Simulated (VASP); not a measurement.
Band structure of Se (trig). Level of theory: r2SCAN+rVV10, VASP's PBE PAW potentials (set 64) (plane waves; VASP).

The path is coarsely sampled, so an indirect gap can come out somewhat too large.

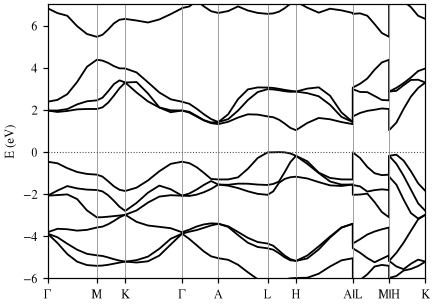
*Bands along high-symmetry lines, zero at the valence-band maximum or, without a gap, the Fermi level*

### Question
Read the plot: is there a gap, and where are the band edges?

### Answer
The gap is indirect, 1.04 eV, from the valence maximum at L-H at 0.40 to the conduction minimum at H.

The compound is Se in the trig structure. It was relaxed first.
